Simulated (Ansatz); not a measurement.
# GeNH3Cl (SMILES [NH2][GeH][Cl]) at UBHLYP/cc-pVDZ

Aim: the energy change on altering one bond length of GeNH3Cl at UBHLYP/cc-pVDZ, from 2 runs. 

The calculation is run with Ansatz 0.2.0.

72 further runs of the same task are left out: 72 set aside as unsound or not needed.

### 1 The system as given

The species is GeNH3Cl (6 atoms), meant as a doublet with charge 0. As SMILES, `[NH2][GeH][Cl]`. Geometry: relaxed at PBE0-D4/def2-TZVP. This is one conformer, not always the lowest.

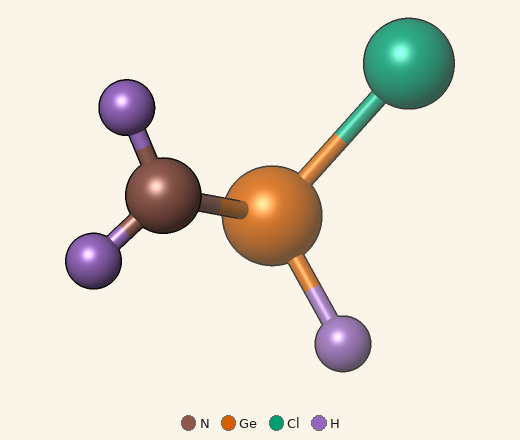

Viewed from a chosen angle; nitrogen brown, germanium orange, chlorine teal, hydrogen purple.

### 2 The energy at UBHLYP/cc-pVDZ

Input file molecule.yaml:

```yaml
crystal:
  periodic: [false, false, false]
  atoms:
    - {symbol: N, position_ang: [-0.446300, 0.317900, -0.788300]}
    - {symbol: Ge, position_ang: [0.075400, -0.151000, 0.908100]}
    - {symbol: Cl, position_ang: [1.243000, -1.956900, 0.623300]}
    - {symbol: H, position_ang: [-0.984500, 1.171200, -0.861400]}
    - {symbol: H, position_ang: [-0.888700, -0.414300, -1.327200]}
    - {symbol: H, position_ang: [1.043200, 0.969100, 1.399300]}
basis:
  gaussian: {orbitals: cc-pVDZ}
magnetization: {spin_polarized: true, initial_magnetization: 1}
hamiltonian: {xc: {name: BHLYP}}
accuracy: high
output: {orbitals: {seedname: orbitals}}
```

Run with:

```bash
$ ansatz run molecule.yaml --threads 1 --pin off --max-ram 3480MiB --events-out events.jsonl --progress --plain --runs-dir runs
```

Standard output:

```text
Warning: RAYON_NUM_THREADS=1 ignored (pool sized by the plan → 1); use --threads N
Functional definition: BHLYP
  name "BHLYP"
  parameter a = 0.5
  exchange = (1 - a)*b88_x + a*exact_x
  correlation = lyp_c
1672 factors; integrals over basis functions are off by at most 4.7e-9 eV
mean field evaluation 1: about -70574.0681 eV, gradient 3.1e1 eV
mean field evaluation 2: about -70570.7182 eV, gradient 4.0e1 eV
mean field evaluation 4: about -70578.0614 eV, gradient 1.2e0 eV
mean field evaluation 8: about -70578.0802 eV, gradient 3.3e-2 eV
mean field evaluation 16: about -70578.0802 eV, gradient 8.0e-5 eV
mean field -70578.08020938 eV, -2593.6966081538 hartree, gradient 3.1e-8 eV, S^2 0.756896; 0 other end points of the search recorded, 0 dependent functions left out
reference -70578.08023376 eV, -2593.6966090498 hartree; 30, 29 occupied and 44, 45 virtual orbitals, 1672 factors
Total energy: -70578.08023376 eV, -2593.6966090498 hartree
```

Run time: 13 s. Hardware: 1 thread of Arm Neoverse V1, shared host; peak memory 0.37 GiB.

### 3 The distorted shape

Input file input.yaml:

```yaml
crystal:
  periodic: [false, false, false]
  atoms:
    - {symbol: N, position_ang: [-0.313572, 0.537573, -0.626620]}
    - {symbol: Ge, position_ang: [0.208128, 0.068673, 1.069780]}
    - {symbol: Cl, position_ang: [1.375728, -1.737227, 0.784980]}
    - {symbol: H, position_ang: [-0.851772, 1.390873, -0.699720]}
    - {symbol: H, position_ang: [-0.888700, -0.414300, -1.327200]}
    - {symbol: H, position_ang: [1.175928, 1.188773, 1.560980]}
basis:
  gaussian: {orbitals: cc-pVDZ}
hamiltonian: {xc: {name: BHLYP}}
magnetization: {spin_polarized: true, initial_magnetization: 1}
output: {orbitals: {seedname: orbitals}}
accuracy: high
total_charge: 0
```

Run with:

```bash
$ ansatz run input.yaml --threads 1 --pin off --max-ram 3480MiB --events-out events.jsonl --progress --plain --runs-dir runs
```

Standard output:

```text
Warning: RAYON_NUM_THREADS=1 ignored (pool sized by the plan → 1); use --threads N
[... 5 set-up lines as earlier in the session ...]
1677 factors; integrals over basis functions are off by at most 4.4e-9 eV
mean field evaluation 1: about -70573.0230 eV, gradient 2.9e1 eV
mean field evaluation 2: about -70569.0097 eV, gradient 4.0e1 eV
mean field evaluation 4: about -70576.8310 eV, gradient 1.3e0 eV
mean field evaluation 8: about -70576.8655 eV, gradient 3.5e-2 eV
mean field evaluation 16: about -70576.8655 eV, gradient 1.9e-4 eV
mean field -70576.86552178 eV, -2593.6519692076 hartree, gradient 8.8e-8 eV, S^2 0.757904; 0 other end points of the search recorded, 0 dependent functions left out
reference -70576.86554693 eV, -2593.6519701319 hartree; 30, 29 occupied and 44, 45 virtual orbitals, 1677 factors
Total energy: -70576.86554693 eV, -2593.6519701319 hartree
```

Wall time 14 s (1 thread of Arm Neoverse V1, shared host); peak memory 0.36 GiB.

### 4 Summary of results

Level: UBHLYP/cc-pVDZ.

| quantity | value |
| --- | --- |
| first shape: total energy | -2593.69661 Eh |
| first shape: HOMO energy (highest over α and β) | -7.01 eV |
| first shape: LUMO energy (lowest over α and β) | -1.98 eV |
| first shape: ⟨S²⟩ | 0.757 |
| distorted shape: total energy | -2593.65197 Eh |
| distorted shape: HOMO energy (highest over α and β) | -6.97 eV |
| distorted shape: LUMO energy (lowest over α and β) | -1.93 eV |
| distorted shape: ⟨S²⟩ | 0.758 |
| energy change with the N1–H5 bond stretched from 1.011 to 1.314 Å | 1.215 eV |

**Reading.** With the N1–H5 bond stretched from 1.011 to 1.314 Å the energy rises by 1.21 eV (28 kcal/mol). The first shape isn't relaxed at this level, so the change isn't measured from a minimum.
